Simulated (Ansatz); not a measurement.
**CH$_{6}$NOSi···HCl (doublet): density, localisation and related maps**

Input

```
crystal:
  periodic: [false, false, false]
  atoms:
    - { symbol: Si, position_ang: [0.0, 0.0, 0.0] }
    - { symbol: H, position_ang: [0.0, 0.0, 1.71] }
    - { symbol: "N", position_ang: [1.7163, 0.0, -0.6061] }
    - { symbol: H, position_ang: [2.2145, -0.918, -0.7868] }
    - { symbol: H, position_ang: [2.2175, 0.918, -0.7783] }
    - { symbol: H, position_ang: [-0.6877, 1.1914, -0.4862] }
    - { symbol: O, position_ang: [-0.7913, -1.3709, -0.5594] }
    - { symbol: C, position_ang: [-1.5365, -2.2685, 0.2501] }
    - { symbol: H, position_ang: [-1.2251, -2.1576, 1.3097] }
    - { symbol: H, position_ang: [-2.6187, -2.04, 0.1571] }
    - { symbol: H, position_ang: [-1.349, -3.3106, -0.083] }
    - { symbol: Cl, position_ang: [0.0, 0.0, 3.38] }
magnetization:
  spin_polarized: true
  initial_magnetization: 1
basis:
  gaussian: { orbitals: "6-31G*" }
hamiltonian:
  xc: pbe
  dispersion: d4
relax:
  f_tol: 0.15
  max_steps: 25
  restrain:
    - { distance: [1, 11], at: 1.37, k: 30.0 }
    - { distance: [0, 1], at: 2.66, k: 30.0 }
output:
  orbitals: {}
```

Command:

```sh
ansatz run input.yaml --threads 4 --pin off --max-ram 5120MiB --backend cpu --events-out ev --progress --plain --runs-dir out
```

The fields are those of the run's last geometry, not of the input's.

Not at a stationary point (largest force 0.6 eV/Å).

All numbers below come from Ansatz 0.2.0, UKS PBE-D4/6-31G*.

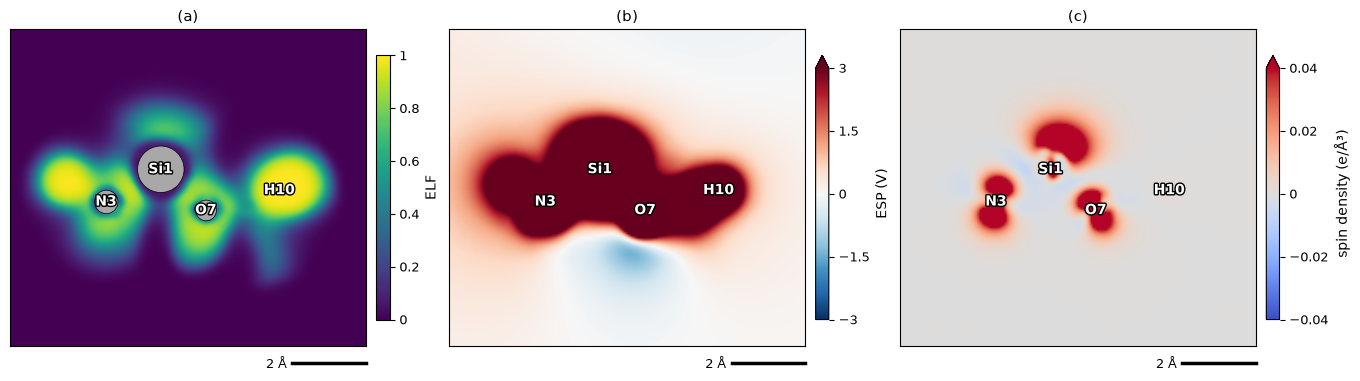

Figure 1. (a) ELF; (b) electrostatic potential; (c) spin density (α minus β) on the plane of atoms N3, Si1 and O7. Grey discs cover the atomic cores in the ELF map.

What do the fields say about this system?

The plane passes through Si, N, O and H nuclei. Si–O (1.67 Å): the ELF peaks at about 0.85 between the atoms; a polar covalent bond. Si–N (1.73 Å): the ELF peaks at about 0.90 between the atoms, as expected for a shared but strongly polarised pair. The ELF also peaks beside O7, away from the bonds: non-bonding electrons, paired or unpaired. The unpaired spin (1 electron) lies mostly on Si1 (about 0.5), N3 (about 0.1), O7 (about 0.1), Cl12 (about 0.1), H6 (about 0.1) and H2 (about 0.1), in electrons by Hirshfeld's partition. Outside the dense part of the complex the potential is most negative (−1.4 V) near O7.

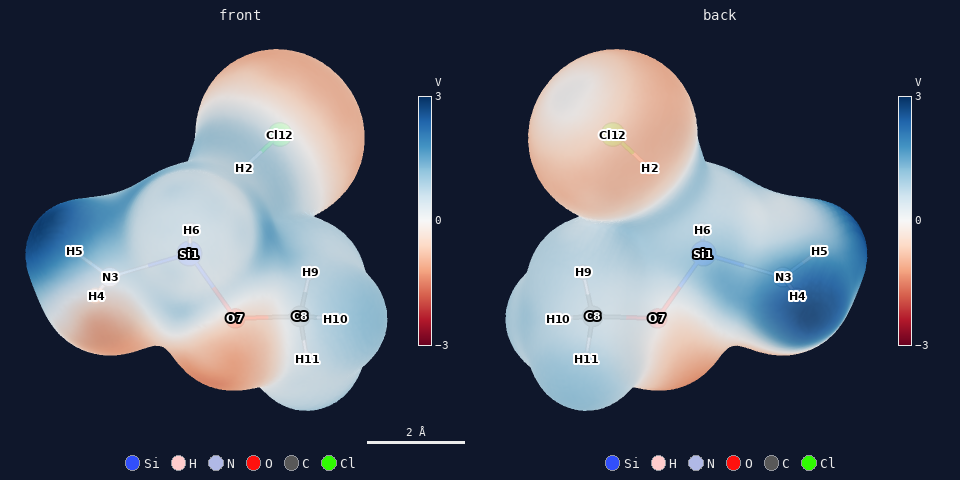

Figure 2. The electrostatic potential painted on the density surface at 0.004 e/bohr³, seen from the front and from behind; the colour scale runs from red (negative) to blue (positive).

Where is the surface potential most negative and most positive?

The most negative region (about −1.3 V, or −30 kcal/mol for a unit charge) lies over O7, the most positive (about +2.8 V, or +65 kcal/mol for a unit charge) over H4 and H5. O7 is the likeliest acceptor of a hydrogen bond.

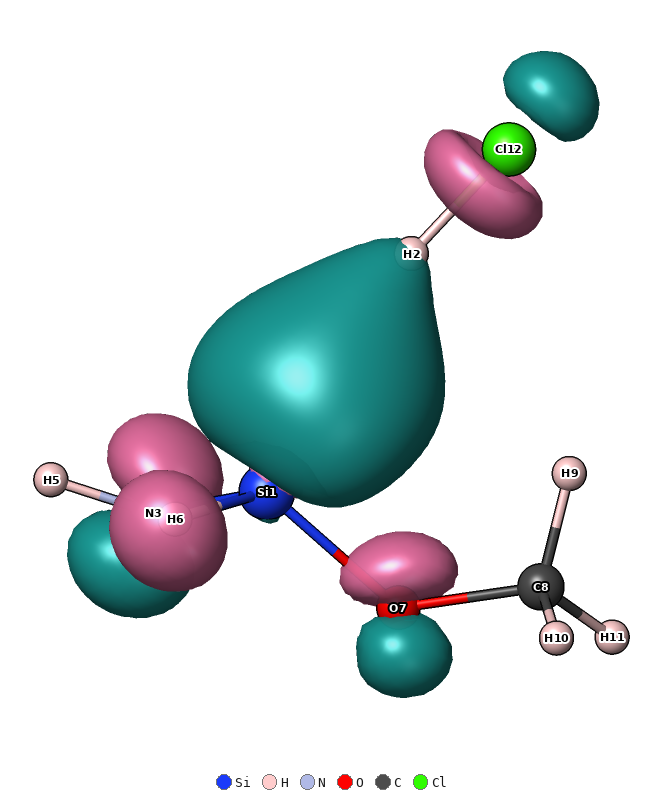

Figure 3. One frontier orbital at ±0.15 Å⁻³ᐟ² (teal and pink are the two phases), seen at a tilt.

Which orbital is it: HOMO (β) or LUMO (β)?

The LUMO (β), at −3.37 eV. It lies mainly on Si1 (about 50 %), N3 (about 10 %), Cl12 (about 10 %), H2 (about 10 %), O7 (about 10 %) and H6 (about 5 %).

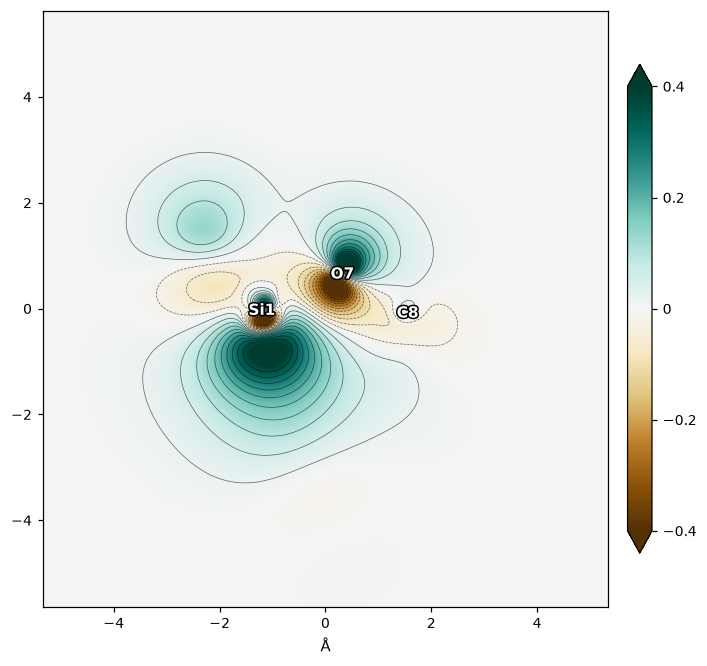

Figure 4. The HOMO (α) on the plane of atoms Si1, O7 and C8 (values in Å⁻³ᐟ²; the overall sign is arbitrary).

Describe this orbital and give its energy.

Its weight (Hirshfeld) is mainly on Si1 (about 45 %), N3 (about 15 %), O7 (about 10 %), Cl12 (about 10 %), H6 (about 10 %) and H2 (about 5 %). Its energy is −4.58 eV.
